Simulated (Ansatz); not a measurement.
**Run report: SnNH₃O, single-point calculation**

System: SnNH₃O, SMILES [NH2][Sn][OH].
Method: RKS PBE-D4/def2-TZVPP (Ansatz 0.2.0).

The geometry comes from this level: PBE0-D4/def2-TZVP. Figures and captions count atoms from 1; the log counts them from 0 in places.

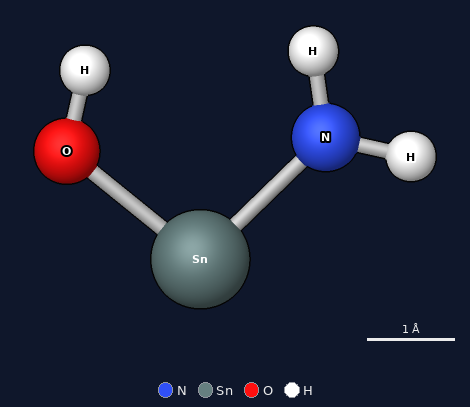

*The structure as given in the input (ball-and-stick view, seen on its broad side). Sticks mark near contacts.*

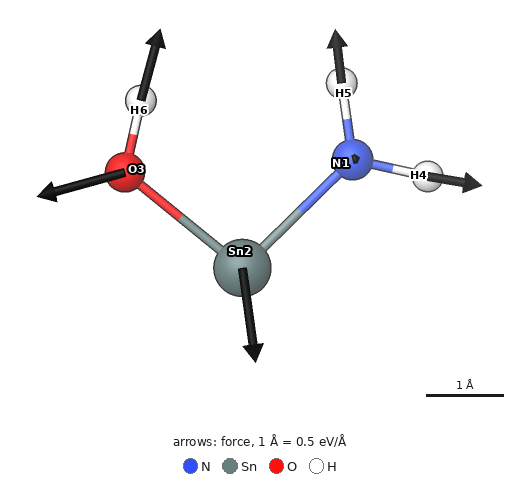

*Forces on the atoms as black arrows (ball-and-stick view, seen on its broad side; atoms are numbered from 1 in the order of the input).*

The largest act on Sn2 (0.63 eV/Å); O3 (0.60 eV/Å); H6 (0.49 eV/Å); H4 (0.37 eV/Å), among others. The geometry is not a stationary point of this energy.

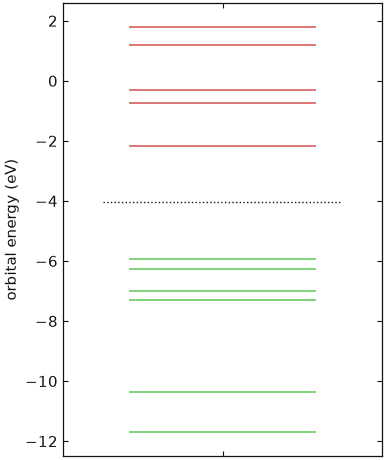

*Orbital energies near the frontier; the dotted line parts filled from empty levels, and levels within 0.02 eV of each other stand side by side.*

Highest filled −5.93 eV, lowest empty −2.17 eV, 3.76 eV apart.

The input that produced these results follows, with the program's output.

Input
```yaml
crystal:
  periodic: [false, false, false]
  atoms:
    - {symbol: N, position_ang: [-0.651972, 0.039347, -0.837723]}
    - {symbol: Sn, position_ang: [0.664292, -1.311697, -0.110003]}
    - {symbol: O, position_ang: [1.247229, -0.240758, 1.454626]}
    - {symbol: H, position_ang: [-1.195893, -0.116652, -1.672630]}
    - {symbol: H, position_ang: [-0.862268, 0.942484, -0.438785]}
    - {symbol: H, position_ang: [0.840712, 0.623175, 1.558416]}
basis:
  gaussian: {orbitals: def2-TZVPP}
hamiltonian: {xc: pbe, dispersion: d4}
output: {forces: true, orbitals: {seedname: orbitals}}
```

Launch command:
```bash
ansatz run in.yaml --threads 4 --pin off --events-out ev --progress --plain --max-ram 10444MiB
```

What the program printed
```
Functional definition: PBE
  name "PBE"
  cite "Perdew, Burke & Ernzerhof, Phys. Rev. Lett. 77, 3865 (1996) doi:10.1103/PhysRevLett.77.3865"
  parent pbe
  parameter kappa = 0.804
  parameter beta = 0.06672455060314922
  exchange = pbe_x(kappa = kappa, mu = beta*pi^2/3)
  correlation = pbe_c(beta = beta)
871 factors; their error is unknown
mean field evaluation 1: about -9397.2628 eV, gradient 1.0e2 eV
mean field evaluation 2: about -9238.0422 eV, gradient 2.3e2 eV
mean field evaluation 4: about -9412.6363 eV, gradient 4.4e1 eV
mean field evaluation 8: about -9416.3682 eV, gradient 1.7e-1 eV
mean field evaluation 16: about -9416.3650 eV, gradient 3.0e-3 eV
mean field -9416.36499102 eV, -346.0450307785 hartree, gradient 5.5e-5 eV, S^2 0.000000; 0 other end points of the search recorded, 0 dependent functions left out
the calculation of the forces begins
reference -9416.36502908 eV, -346.0450321773 hartree; 20, 20 occupied and 134, 134 virtual orbitals, 871 factors
Total energy: -9416.46937623 eV, -346.0488668642 hartree
Atom 0 at    -0.651972     0.039347    -0.837723 Å, force    -0.034366     0.014303    -0.035255 eV/Å
Atom 1 at     0.664292    -1.311697    -0.110003 Å, force     0.131390    -0.562750    -0.246408 eV/Å
Atom 2 at     1.247229    -0.240758     1.454626 Å, force     0.406891    -0.170931     0.410466 eV/Å
Atom 3 at    -1.195893    -0.116652    -1.672630 Å, force    -0.205504    -0.039889    -0.299891 eV/Å
Atom 4 at    -0.862268     0.942484    -0.438785 Å, force    -0.078780     0.322075     0.135929 eV/Å
Atom 5 at     0.840712     0.623175     1.558416 Å, force    -0.219631     0.437192     0.035159 eV/Å
Dipole moment:    -0.308264     0.131625    -0.308690 e Å
```

Key numbers

```tsv
quantity	value
outcome	converged
total energy	−9416.4694 eV
mean-field energy	−9416.3650 eV
dispersion energy	−0.1043 eV
SCF solution under orbital rotations	stable
HOMO	−5.93 eV
LUMO	−2.17 eV
largest force (length of the vector)	0.628 eV/Å
dipole moment	2.19 D
hardware	4 threads of Arm Neoverse V2, 23 GiB of memory available, shared host
wall time	0.95 s (CPU time 3.1 s)
peak memory	0.15 GiB
```
